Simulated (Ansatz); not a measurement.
Relaxed Al2Au (fluorite type, space group Fm-3m):

```yaml
crystal:
  lattice:
    - [0.00000, 5.95664, 5.95664]
    - [2.97832, 0.00000, 2.97832]
    - [2.97832, 2.97832, 0.00000]
  atoms:
    - { symbol: Al, position: [0.12500, 0.25000, 0.25000] }
    - { symbol: Al, position: [0.62500, 0.25000, 0.25000] }
    - { symbol: Al, position: [0.37500, 0.75000, 0.75000] }
    - { symbol: Al, position: [0.87500, 0.75000, 0.75000] }
    - { symbol: Au, position: [0.00000, 0.00000, 0.00000] }
    - { symbol: Au, position: [0.50000, 0.00000, 0.00000] }
```

A phonon eigenvector at L = (0.5, 0.0, 0.0) is frozen into this cell: atom i moves by Q times the vector below, so Q is the largest atomic displacement, in Å. The cell is held. It is one choice among 2 degenerate patterns. (q is in reciprocal vectors of the primitive cell; the cell shown is doubled to hold the pattern.)

```
atom       x       y       z
----  ------  ------  ------
Al1   -0.202   0.368  -0.570
Al2    0.202  -0.368   0.570
Al3    0.202  -0.368   0.570
Al4   -0.202   0.368  -0.570
Au5   -0.285   0.520  -0.805
Au6    0.285  -0.520   0.805
```

The numbers are results of LDA (plane waves to 420 eV, PAW, scalar-relativistic; Ansatz, a quantum-chemistry and plane-wave program), not measurements. k mesh 7×14×14 (Γ-centred), Fermi-Dirac smearing 0.05 eV. E stands for the smeared free energy. With partly filled bands, energies and forces of such displacements shift with the k mesh and the smearing. Al2Au was relaxed with its symmetry unable to fall. Spin-orbit coupling is left out, though Au is heavy. The zero of ΔE is the undisplaced structure.

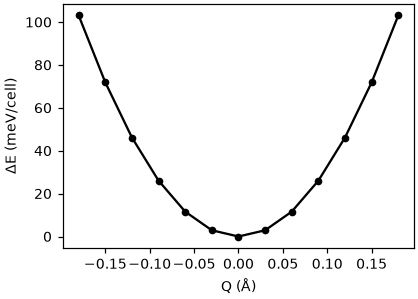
Figure. ΔE (meV/cell) against Q (Å); one marker a computed point.

What is the energy change at Q = 0.180 Å?

About 100 meV/cell.

What harmonic wavenumber does the curvature at Q = 0 give?

About 63 cm⁻¹.

(For displaced atoms, the force is minus the slope of the energy, and its curvature is a force constant, which sets phonon frequencies.)
